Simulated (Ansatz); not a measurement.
Method: PBE (plane waves to 420 eV, PAW; Ansatz, a program for electronic structure).

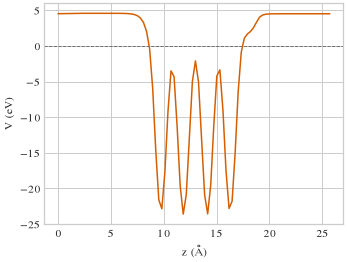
Figure: Plane-averaged electrostatic potential energy along the normal, in eV from the Fermi level, for Cl on the 1x1 (110) surface of bcc Mo, one in a 3x3 cell, started at the site 'hollow Mo-Mo-Mo'

Model: 37-atom slab, 6.5 Å thick at the start under the adsorbate (thin: gaps and levels are the slab's own), 4x4x1 mesh, Fermi-Dirac 0.1 eV, dipole correction, 18 atoms held, the rest relaxed; start symmetry kept, larger cells not searched; no spin, no spin-orbit, no U, no dispersion correction. At the end it is bonded to 3 Mo. In PBE it is, or lies within 0.03 eV of, the lowest of the starts that converged.

The vacuum level lies 4.51 eV above the Fermi level over the top face and 4.57 eV above it under the bottom face.
